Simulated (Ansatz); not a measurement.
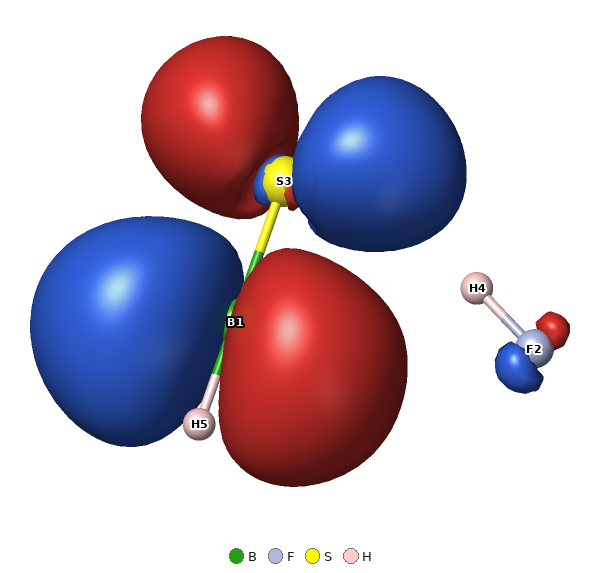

Figure 1: BHS···HF. The LUMO at ±0.1 Å⁻³ᐟ² (blue and red are the two phases), seen at a tilt.

The product side of a reaction path; geometry: PBE0-D4/def2-TZVP.

Level of theory: Ansatz, RKS PBE0-D4/def2-TZVPP.

Input file:

```
crystal:
  periodic: [false, false, false]
  atoms:
    - {symbol: B, position_ang: [-0.499925, 0.920586, 0.481418]}
    - {symbol: F, position_ang: [1.234971, -1.561707, -0.407017]}
    - {symbol: S, position_ang: [-1.309603, 0.499870, -0.838036]}
    - {symbol: H, position_ang: [0.484305, -1.089935, -0.683978]}
    - {symbol: H, position_ang: [0.090252, 1.231187, 1.447514]}
basis:
  gaussian: {orbitals: def2-TZVPP}
hamiltonian: {xc: pbe0, dispersion: d4}
output: {orbitals: {seedname: orbitals}}
```

Command:

```sh
ansatz run in.yaml --threads 2 --pin off --events-out ev --progress --plain --max-ram 4352MiB
```

**Where does this orbital lie, and at what energy?**

It lies mainly on B1 (about 55 %), S3 (about 35 %) and H5 (about 10 %); it is symmetric in the molecular plane (an in-plane orbital: σ, lone-pair or in-plane π type). Its energy is −1.73 eV.
